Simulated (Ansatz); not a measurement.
# C2H2FNO: small, medium and large basis sets

Aim: see how fast density functionals converge with the basis set for C2H2FNO.

Method: one geometry, several basis sets; program: Ansatz 0.2.0, Gaussian basis.

The runs, in order: PBE0-D4/def2-SVP; ωB97M-V/def2-SVP; PBE0-D4/def2-QZVPP; ωB97M-V/def2-QZVPP; the functionals' def2-TZVPP values are taken from earlier runs.

### Step 1. The relaxed structure

The geometry comes from an earlier relaxation with PBE0-D4 in a triple-zeta def2 set; it is a stationary point, not always the lowest conformer.

SMILES `FC1=NCO1`, 7 atoms, charge 0, spin multiplicity 1.

Atoms are counted from 1 here; the program's logs count them from 0.

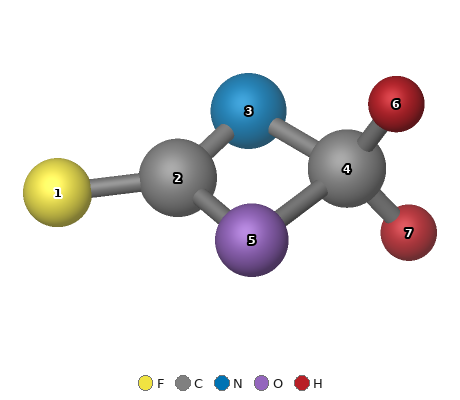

The structure; fluorine yellow, carbon grey, nitrogen blue, oxygen purple, hydrogen red; atoms are numbered from 1 in the order of the file.

Coordinates:

```xyz
7
C2H2FNO
F    -1.04852   -1.96557    0.44161
C    -0.51467   -0.82560    0.15358
N    -0.97022    0.21419   -0.41646
C     0.38861    0.70566   -0.17268
O     0.75936   -0.57743    0.46820
H     0.45979    1.51811    0.54856
H     0.98695    0.86265   -1.06860
```

### Step 2. PBE0-D4 in def2-SVP

Input file in.yaml:

```yaml
crystal:
  periodic: [false, false, false]
  atoms:
    - {symbol: F, position_ang: [-1.048516, -1.965566, 0.441606]}
    - {symbol: C, position_ang: [-0.514672, -0.825603, 0.153584]}
    - {symbol: N, position_ang: [-0.970220, 0.214189, -0.416460]}
    - {symbol: C, position_ang: [0.388609, 0.705660, -0.172684]}
    - {symbol: O, position_ang: [0.759361, -0.577432, 0.468200]}
    - {symbol: H, position_ang: [0.459786, 1.518107, 0.548555]}
    - {symbol: H, position_ang: [0.986951, 0.862646, -1.068600]}
basis:
  gaussian: {orbitals: def2-SVP}
hamiltonian: {xc: pbe0, dispersion: d4}
output: {orbitals: {seedname: orbitals}}
```

Run with:

```
ansatz run in.yaml --threads 2 --pin off --events-out ev --progress --plain --max-ram 4352MiB
```

After this run come: ωB97M-V in def2-SVP; PBE0-D4 in def2-QZVPP; ωB97M-V in def2-QZVPP.

Q: Predict the results of all the runs planned. Wanted: PBE0-D4: double and triple zeta above quadruple; ωB97M-V: double and triple zeta above quadruple.

**Answer**, as computed:

```
                                       quantity           value
PBE0-D4: double and triple zeta above quadruple  10.25, 0.44 eV
ωB97M-V: double and triple zeta above quadruple  10.49, 0.41 eV
```

In words: For PBE0-D4 the step from double to triple zeta gains 9.81 eV and the next only 0.44 eV. Total energies overstate the basis error of differences, where much of it tends to cancel. The LUMO of ωB97M-V is positive and keeps falling with the basis (3.12 to 1.93 eV): an unbound level that the basis holds in place.
